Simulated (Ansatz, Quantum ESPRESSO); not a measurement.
# Sn (I4_1/amd): electron–phonon coupling with Quantum ESPRESSO

Wanted: phonons, linewidths and couplings of Sn (I4_1/amd) from a second program. The first relaxation steps of the session are not shown, so no cell shown is the starting entry, unless a step says so.

Calculated with Ansatz 0.2.0 and Quantum ESPRESSO 7.5; DFT PBE, scalar-relativistic, plane waves, PAW, in the first sound run; inputs show where later runs differ.

## Step 1: The cell after earlier relaxation steps

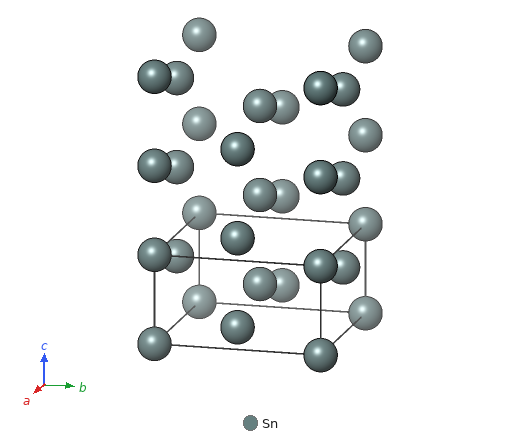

Start, viewed slightly off an axis; tin teal. 1×1×3 cells are drawn. This picture shows the conventional cell, with its axes. Some periodic images of atoms are drawn too.

## Step 2: Relaxing tightly for phonons

Phonons are second derivatives about the minimum, so the remaining forces must be small: the thresholds are tightened. Earlier relaxation steps are not shown.

input.yaml reads:

```yaml
crystal:
  lattice:
    - [-2.9843469227, 2.9843469227, 1.5956366343]
    - [2.9843469227, -2.9843469227, 1.5956366343]
    - [2.9843469227, 2.9843469227, -1.5956366343]
  atoms:
    - { symbol: Sn, position: [0.75, 0.25, 0.5] }
    - { symbol: Sn, position: [0.0, 0.0, 0.0] }
kpoints:
  mp_grid: { grid: [10, 10, 10] }
hamiltonian:
  xc: pbe
scf:
  occupations: { method: methfessel_paxton, width: 0.2 }
output:
  forces: true
  stress: true
  eigenvalues: true
relax:
  adjacent_minimum: "off"
  f_tol: 0.001
  max_steps: 60
  cell: { stress_tol: 0.01 }
```

On the command line:

```console
$ ansatz run input.yaml --threads 4 --pin off --max-ram 8192MiB --backend cpu --events-out ev --progress --plain --runs-dir out
```

Numbers of over 12 decimals in the logs are rounded to 6 here.

What it wrote:

```text
[the first part of the log is left out]
  E_hartree    = 1088.169483
  E_xc         = -764.849758
  E_vxc        = -191.677423  (∫ρ·V_xc dr)
  E_paw        = -8272.030051  (= ΣΔE_a)
  E_vpaw       = -709.609004  (= ΣTr[D̂ρ^β])
  E_aug_tail   = -0.000001  (compensation charges beyond the density's cutoff)
  E_ewald      = -2643.119666
  E_smearing   = 0.000683  (= −TS)
  E_closure    = 0.000000  (closes the sum)
  Σ components = -12048.343745   (vs F -12048.343745, Δ=0.00e0)
--- Forces (eV/Å), atoms counted from 1 ---
  atom   1  Sn     0.00000000    -0.00000000     0.00000000
  atom   2  Sn     0.00000000    -0.00000000     0.00000000
  max |Σ_I F_I| component: 6.94e-18 eV/Å
--- Stress (GPa, compression-positive) ---
       -0.001617       0.000000      -0.000000
        0.000000      -0.001617       0.000000
       -0.000000       0.000000      -0.000424
  P = ⅓ Tr σ = -0.0012 GPa (-0.012 kbar)
--- Band table (eV; the first three rows and the last of 102) ---
  k-point 0: bands = ["-11.5254", "-11.4756", "-11.4272", "-11.4166", "-11.2777", "-11.2777", "-11.2696", "-11.2696", "-11.2024", "-11.1067", "-0.7366", "6.1019", "8.1355", "8.1355", "13.0388", "15.8965", "15.8965", "16.8939"]
  k-point 1: bands = ["-11.5181", "-11.4764", "-11.4311", "-11.4109", "-11.2809", "-11.2746", "-11.2681", "-11.2672", "-11.2065", "-11.1140", "-0.6514", "5.5153", "8.2367", "8.5692", "13.4303", "15.1779", "15.4117", "16.8956"]
  k-point 2: bands = ["-11.4970", "-11.4780", "-11.4408", "-11.3944", "-11.2913", "-11.2669", "-11.2650", "-11.2602", "-11.2181", "-11.1340", "-0.3962", "4.4327", "8.5381", "9.2605", "13.9576", "14.4028", "14.5362", "16.6516"]
  k-point 101: bands = ["-11.4821", "-11.4821", "-11.3018", "-11.3018", "-11.2934", "-11.2934", "-11.2756", "-11.2756", "-11.2663", "-11.2663", "2.5456", "2.5456", "5.5004", "5.5004", "15.3059", "15.3059", "18.7530", "18.7530"]
--- Relaxed structure (3 steps of the walk, 3 accepted, 1 SCFs on fresh bases) ---
  F+E_penalty+E_count = -12048.34374515 eV   max|allowed force component| = 0.000e0 eV/Å   (the final SCF, on the basis selected at the relaxed cell)
  cell:  # Å, volume = 56.8466 Å³
    - [-2.985767, 2.985767, 1.594162]
    - [2.985767, -2.985767, 1.594162]
    - [2.985767, 2.985767, -1.594162]
  atoms:
    - { symbol: Sn, position: [0.750000, 0.25, 0.5] }
    - { symbol: Sn, position: [0, 0, 0] }
```

It took 8 s on 4 threads of Intel Xeon at 2.70GHz, shared host; peak memory 0.46 GiB; 27 s of CPU time.

Little changed from the start: no atom moved by 0.005 Å and no cell edge by 0.1 %.

Numbers from this step:

- pressure: -0.001219 GPa
- volume per atom: 28.42 Å³
- metallic on mesh: yes
- gap on the k-mesh: 0 eV

The largest force is now zero by symmetry and the largest stress component 0.0016 GPa.

## Step 3: Ground state with pw.x

ph.x needs a tightly converged ground state on the same k mesh; the cell is that of the step before.

This step: DFT PBE, scalar-relativistic, plane waves, GBRV ultrasoft pseudopotentials (Quantum ESPRESSO 7.5).

pw.in reads:

```
&control
   calculation = 'scf'
   prefix = 'x'
   outdir = './tmp'
   pseudo_dir = './pseudo'
   tprnfor = .true.
   tstress = .true.
/
&system
   ibrav = 0
   nat = 2
   ntyp = 1
   ecutwfc = 45.0
   ecutrho = 360.0
   occupations = 'smearing'
   smearing = 'fd'
   degauss = 0.00734986
   nbnd = 24
/
&electrons
   conv_thr = 1.0d-11
   mixing_beta = 0.5
/
ATOMIC_SPECIES
 Sn    118.7100  Sn.upf
CELL_PARAMETERS angstrom
    -2.985766680    2.985766680    1.594161925
     2.985766680   -2.985766680    1.594161925
     2.985766680    2.985766680   -1.594161925
ATOMIC_POSITIONS crystal
 Sn     0.750000000   0.250000000   0.500000000
 Sn     0.000000000   0.000000000   0.000000000
K_POINTS automatic
 10 10 10 0 0 0
```

On the command line:

```console
$ OMP_NUM_THREADS=1 mpirun -n 4 pw.x -nk 4 -in pw.in > pw.x.log
```

What it wrote:

```text
Program PWSCF v.7.5

     This program is part of the open-source Quantum ESPRESSO suite
     for quantum simulation of materials; please cite
         "P. Giannozzi et al., J. Phys.:Condens. Matter 21 395502 (2009);
         "P. Giannozzi et al., J. Phys.:Condens. Matter 29 465901 (2017);
         "P. Giannozzi et al., J. Chem. Phys. 152 154105 (2020);
     in publications or presentations arising from this work. More details at

     Message from routine setup:
     using ibrav=0 with symmetry is DISCOURAGED, use correct ibrav instead

     G-vector sticks info
     --------------------
     sticks:   dense  smooth     PW     G-vecs:    dense   smooth      PW
     Sum        1383     691    243                44407    15681    3315

     Using Slab Decomposition

     bravais-lattice index     =            0
     lattice parameter (alat)  =       8.5291  a.u.
     unit-cell volume          =     383.6196 (a.u.)^3
     number of atoms/cell      =            2
     number of atomic types    =            1
     number of electrons       =        28.00
     number of Kohn-Sham states=           24
     kinetic-energy cutoff     =      45.0000  Ry
     charge density cutoff     =     360.0000  Ry
     scf convergence threshold =      1.0E-11
     mixing beta               =       0.5000
     number of iterations used =            8  plain     mixing
     Exchange-correlation=  SLA  PW   PBX  PBC
                           (   1   4   3   4   0   0   0)

     celldm(1)=   8.529127  celldm(2)=   0.000000  celldm(3)=   0.000000
     celldm(4)=   0.000000  celldm(5)=   0.000000  celldm(6)=   0.000000

     crystal axes: (cart. coord. in units of alat)
               a(1) = (  -0.661531   0.661531   0.353205 )
               a(2) = (   0.661531  -0.661531   0.353205 )
               a(3) = (   0.661531   0.661531  -0.353205 )

     reciprocal axes: (cart. coord. in units 2 pi/alat)
               b(1) = (  0.000000  0.755823  1.415609 )
               b(2) = (  0.755823  0.000000  1.415609 )
               b(3) = (  0.755823  0.755823  0.000000 )

     PseudoPot. # 1 for Sn read from file:
     ./pseudo/Sn.upf
     Pseudo is Ultrasoft + core correction, Zval = 14.0
     Using radial grid of  891 points,  6 beta functions with:
                l(1) =   0
                l(2) =   0
                l(3) =   1
                l(4) =   1
                l(5) =   2
                l(6) =   2
     Q(r) pseudized with  8 coefficients,  rinner =    1.350   1.350   1.350
                                                       1.350   1.350

     atomic species   valence    mass     pseudopotential
     Sn               14.00   118.71000     Sn( 1.00)

     16 Sym. Ops., with inversion, found ( 8 have fractional translation)

   Cartesian axes

     site n.     atom                  positions (alat units)
         1        Sn     tau(   1) = (   0.0000000   0.6615309   0.1766024  )
         2        Sn     tau(   2) = (   0.0000000   0.0000000   0.0000000  )

     number of k points=   102  Fermi-Dirac smearing, width (Ry)=  0.0073

     Number of k-points >= 100: set verbosity='high' to print them.

     Dense  grid:    44407 G-vectors     FFT dimensions: (  60,  60,  54)

     Smooth grid:    15681 G-vectors     FFT dimensions: (  40,  40,  40)

     Initial potential from superposition of free atoms

     starting charge      25.9999, renormalised to      28.0000
     Starting wfcs are   18 randomized atomic wfcs +    6 random wfcs

     per-process dynamical memory:    52.3 Mb

     Self-consistent Calculation

     iteration #  1     ecut=    45.00 Ry     beta= 0.50
     Davidson diagonalization with overlap
     ethr =  1.00E-02,  avg # of iterations =  8.3

     total energy              =    -317.92133231 Ry
     estimated scf accuracy    <       2.35296849 Ry

     iteration #  2     ecut=    45.00 Ry     beta= 0.50
     Davidson diagonalization with overlap
     ethr =  8.40E-03,  avg # of iterations =  2.0

     total energy              =    -318.47139597 Ry
     estimated scf accuracy    <       0.02247771 Ry

     iteration #  3     ecut=    45.00 Ry     beta= 0.50
     Davidson diagonalization with overlap
     ethr =  8.03E-05,  avg # of iterations =  6.4

     total energy              =    -318.47520067 Ry
     estimated scf accuracy    <       0.00625328 Ry

     iteration #  4     ecut=    45.00 Ry     beta= 0.50
     Davidson diagonalization with overlap
     ethr =  2.23E-05,  avg # of iterations =  3.3

     total energy              =    -318.47590154 Ry
     estimated scf accuracy    <       0.00094146 Ry

     iteration #  5     ecut=    45.00 Ry     beta= 0.50
     Davidson diagonalization with overlap
     c_bands:  1 eigenvalues not converged
     ethr =  3.36E-06,  avg # of iterations =  4.2

     total energy              =    -318.47626806 Ry
     estimated scf accuracy    <       0.00028570 Ry

     iteration #  6     ecut=    45.00 Ry     beta= 0.50
     Davidson diagonalization with overlap
     ethr =  1.02E-06,  avg # of iterations =  1.4

     total energy              =    -318.47627809 Ry
     estimated scf accuracy    <       0.00002384 Ry

     iteration #  7     ecut=    45.00 Ry     beta= 0.50
     Davidson diagonalization with overlap
     ethr =  8.51E-08,  avg # of iterations =  2.1

     total energy              =    -318.47628646 Ry
     estimated scf accuracy    <       0.00000005 Ry

     iteration #  8     ecut=    45.00 Ry     beta= 0.50
     Davidson diagonalization with overlap
     ethr =  1.74E-10,  avg # of iterations =  6.4

     total energy              =    -318.47628704 Ry
     estimated scf accuracy    <       0.00000015 Ry

     iteration #  9     ecut=    45.00 Ry     beta= 0.50
     Davidson diagonalization with overlap
     c_bands:  1 eigenvalues not converged
     ethr =  1.74E-10,  avg # of iterations =  2.2

     total energy              =    -318.47628705 Ry
     estimated scf accuracy    <       0.00000001 Ry

     iteration # 10     ecut=    45.00 Ry     beta= 0.50
     Davidson diagonalization with overlap
     ethr =  4.17E-11,  avg # of iterations =  2.1

     total energy              =    -318.47628705 Ry
     estimated scf accuracy    <          5.8E-10 Ry

     iteration # 11     ecut=    45.00 Ry     beta= 0.50
     Davidson diagonalization with overlap
     ethr =  2.08E-12,  avg # of iterations =  2.0

     total energy              =    -318.47628705 Ry
     estimated scf accuracy    <          8.5E-11 Ry

     iteration # 12     ecut=    45.00 Ry     beta= 0.50
     Davidson diagonalization with overlap
     ethr =  3.05E-13,  avg # of iterations =  1.6

     total energy              =    -318.47628705 Ry
     estimated scf accuracy    <          8.2E-11 Ry

     iteration # 13     ecut=    45.00 Ry     beta= 0.50
     Davidson diagonalization with overlap
     ethr =  2.95E-13,  avg # of iterations =  2.0

     End of self-consistent calculation

     Number of k-points >= 100: set verbosity='high' to print the bands.

     the Fermi energy is    10.0999 ev

!    total energy              =    -318.47628705 Ry
     estimated scf accuracy    <          2.4E-14 Ry
     smearing contrib. (-TS)   =      -0.00240631 Ry
     internal energy E=F+TS    =    -318.47388075 Ry

     The total energy is F=E-TS. E is the sum of the following terms:
     one-electron contribution =    -116.01450503 Ry
     hartree contribution      =      77.78484178 Ry
     xc contribution           =     -85.97850517 Ry
     ewald contribution        =    -194.26571233 Ry

     convergence has been achieved in  13 iterations

     Forces acting on atoms (cartesian axes, Ry/au):

     atom    1 type  1   force =    -0.00000000   -0.00000000   -0.00000000
     atom    2 type  1   force =     0.00000000    0.00000000    0.00000000

     Total force =     0.000000     Total SCF correction =     0.000000

     Computing stress (Cartesian axis) and pressure

          total   stress  (Ry/bohr**3)                   (kbar)     P=      -17.04
  -0.00011594   0.00000000   0.00000000          -17.06        0.00        0.00
   0.00000000  -0.00011594   0.00000000            0.00      -17.06        0.00
   0.00000000   0.00000000  -0.00011562            0.00        0.00      -17.01

     Writing all to output data dir ./tmp/x.save/ :
     XML data file, charge density, pseudopotentials, collected wavefunctions

   JOB DONE.
```

It took 54 s on 4 MPI ranks.

This step gave:

```
pressure : -1.704 GPa
```

With these potentials, mesh and smearing the cell is at -1.7 GPa, so it is not at its own rest, or the cutoff leaves a Pulay stress.

## Step 4: Phonons and couplings with ph.x: Fermi–Dirac smearing of 0.1 eV

ph.x gives each mode's frequency and linewidth; λ of a mode follows from Gaussian double-delta sums over the k mesh, here at four widths.

ph.in reads:

```
phonons and couplings
&inputph
   prefix = 'x'
   outdir = './tmp'
   tr2_ph = 1.0d-15
   fildyn = 'x.dyn'
   fildvscf = 'dvscf'
   ldisp = .true.
   nq1 = 2
   nq2 = 2
   nq3 = 2
   electron_phonon = 'simple'
   el_ph_ngauss = 0
   el_ph_sigma = 0.00734986
   el_ph_nsigma = 4
   alpha_mix(1) = 0.5
   amass(1) = 118.71
/
```

On the command line:

```console
$ OMP_NUM_THREADS=1 mpirun -n 4 ph.x -nk 4 -in ph.in > ph.x.log
```

What it wrote:

```text
[banner, memory and clock lines left out]
Program PHONON v.7.5

     ./tmp/x.save/

     IMPORTANT: XC functional enforced from input :
     Exchange-correlation= PBE
                           (   1   4   3   4   0   0   0)
     Any further DFT definition will be discarded
     Please, verify this is what you really want

     G-vector sticks info

     Reading collected, re-writing distributed wavefunctions in ./tmp/

     Dynamical matrices for ( 2, 2, 2)  uniform grid of q-points
     (   4 q-points):
       N         xq(1)         xq(2)         xq(3)
       1   0.000000000   0.000000000   0.000000000
       2  -0.377911288  -0.377911288   0.000000000
       3  -0.377911288   0.000000000  -0.707804466
       4  -0.755822575  -0.755822575  -1.415608932

     Number and degeneracy of irreps per q-point
       N         xq(1)         xq(2)         xq(3)   N irreps
       1   0.000000000   0.000000000   0.000000000       4
        1   2   1   2
       2  -0.377911288  -0.377911288   0.000000000       3
        2   2   2
       3  -0.377911288   0.000000000  -0.707804466       6
     No degeneracy
       4  -0.755822575  -0.755822575  -1.415608932       3
        2   2   2

     Saving dvscf to file. Distribute only q points, not irreducible representations.

     Calculation of q =    0.0000000   0.0000000   0.0000000
MPI_ABORT was invoked on rank 3 in communicator MPI_COMM_WORLD
  Proc: [[57460,1],3]
  Errorcode: 1

You may or may not see output from other processes, depending on
exactly when Open MPI kills them.
     warning: symmetry operation #  3 not compatible with FFT grid.
   0   0   1
[...]
warning: symmetry operation #  4 not compatible with FFT grid.
[...]
warning: symmetry operation #  5 not compatible with FFT grid.
[...]
warning: symmetry operation # 15 not compatible with FFT grid.
[...]
warning: symmetry operation # 16 not compatible with FFT grid.
[...]
-1  -1  -1
   0   1   0

 %%%%%%%%%%%%%%%%%%%%%%%%%%%%%%%%%%%%%%%%%%%%%%%%%%%%%%%%%%%%%%%%%%%%%%%%%%%%%%
     Error in routine phq_setup (1):
     FFT grid incompatible with symmetry
 %%%%%%%%%%%%%%%%%%%%%%%%%%%%%%%%%%%%%%%%%%%%%%%%%%%%%%%%%%%%%%%%%%%%%%%%%%%%%%

     stopping ...

prterun has exited due to process rank 3 with PID 0 on node vm calling
"abort". This may have caused other processes in the application to be
terminated by signals sent by prterun (as reported here).
```

Elapsed: 2.9 s, on 4 MPI ranks.

The program refused the input before any cycle.

The program's message: “Error in routine phq_setup (1): FFT grid incompatible with symmetry”

[end of part 1 of 3]

[Logs are printed without paths, hosts, clocks, repeated set-up lines and the standing remarks that a program may print on its own settings, such as how far it seeks lower states.]

[Hosts, paths, dates, database ids (printed as entryN), source tags and the programs' standing remarks are cut or masked in the printed files.]
